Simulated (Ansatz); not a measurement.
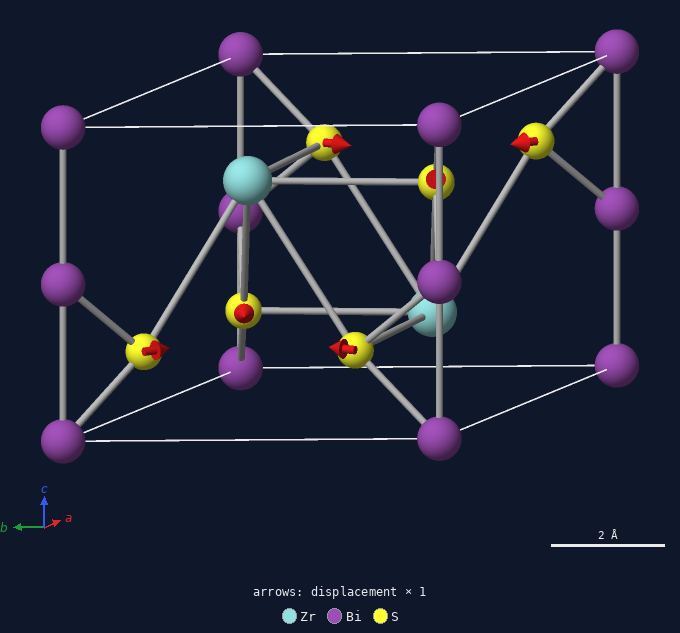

This is a relaxation of solid ZrBiS$_{3}$ (built on the hexagonal perovskite (2H) type) (coarse preliminary run). The starting structure is drawn; red arrows show the displacements (the part carried along by the change of the cell is left out), at their true length.

The picture is a ball-and-stick view of the cell of the calculation, seen from a free direction.

Case: hexagonal perovskite (2H) type (P6_3/mmc, No. 194).

The calculation used Ansatz, DFT PBE, scalar-relativistic, plane waves, PAW.

The input:
```yaml
crystal:
  lattice:
    - [6.7133579877, 0.0, 0.0]
    - [-3.3566789939, 5.8139385621, 0.0]
    - [0.0, 0.0, 5.7355687248]
  atoms:
    - { symbol: Zr, position: [0.3333333333, 0.6666666667, 0.75] }
    - { symbol: Zr, position: [0.6666666667, 0.3333333333, 0.25] }
    - { symbol: Bi, position: [0.0, 0.0, 0.5] }
    - { symbol: Bi, position: [0.0, 0.0, 0.0] }
    - { symbol: S, position: [0.146, 0.2919999999, 0.25] }
    - { symbol: S, position: [0.854, 0.146, 0.75] }
    - { symbol: S, position: [0.854, 0.7080000001, 0.75] }
    - { symbol: S, position: [0.146, 0.854, 0.25] }
    - { symbol: S, position: [0.7080000001, 0.854, 0.25] }
    - { symbol: S, position: [0.2919999999, 0.146, 0.75] }
basis:
  ecutwfc: 420
kpoints:
  mp_grid: { grid: [3, 3, 4] }
hamiltonian:
  xc: pbe
scf:
  occupations: { method: gaussian, width: 0.1 }
  lower_state_search: "off"
output:
  forces: true
  stress: true
  eigenvalues: true
relax:
  adjacent_minimum: "off"
  f_tol: 0.04
  max_steps: 70
  cell: { stress_tol: 0.4 }
```

Command:
```bash
ansatz run input.yaml --threads 1 --pin off --max-ram 2560MiB --backend cpu --events-out ev --progress --plain --runs-dir out
```

### Describe the change and its energy.

The largest moves relative to the cell, 0.54 Å, are those of S5, S6, S7, S8, S9 and S10. S8 goes along [1 −1 0]. Zr and Bi stay in place. Cell: a = b 6.713 → 6.747 Å (+0.5 %), c 5.736 → 5.952 Å (+3.8 %). Volume +4.8 %. Some distances before and after: S5–S8 3.773 → 2.849 Å, Bi3–S10 2.222 → 2.698 Å, Zr1–S5 3.601 → 3.401 Å, Bi3–Bi4 2.868 → 2.976 Å. Bond angles that change, for instance: Bi3–S8–Bi4 80.4° → 66.9°, Zr2–S8–Bi3 93.1° → 85.7°, Zr2–S8–Zr2 171.8° → 169.7°. The space group stays P6_3/mmc (No. 194). The energy falls by 1796 meV per atom in 5 accepted moves (6 points after the start). The largest force component goes from 13 to 0.0072 eV/Å. Pressure: 42.51 GPa at the start and 0.02 GPa at the end. The SCF was repeated once at an unchanged geometry on a basis and grid sized afresh for the cell, which shifted the energy by 0.1 meV per atom at most.
